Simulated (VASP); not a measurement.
Band structure of MgO (relaxed from the rock salt structure, space group Fm-3m). Method: PBEsol GGA, VASP's PBE PAW potentials (set 64) (plane waves; VASP).

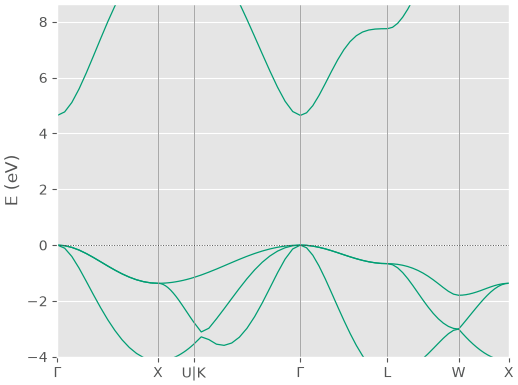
Figure. Bands along high-symmetry lines, zero at the valence-band maximum or, without a gap, the Fermi level

### Question
Read the plot: is there a gap, and where are the band edges?

### Answer
The gap is direct, 4.65 eV, from the valence maximum at Γ to the conduction minimum at Γ. (Edges off the drawn lines would not show.)

The structure was generated: MgO was put into the rock salt type (Fm-3m), which need not be its known phase. It was relaxed first, which changed the volume by -17 %.
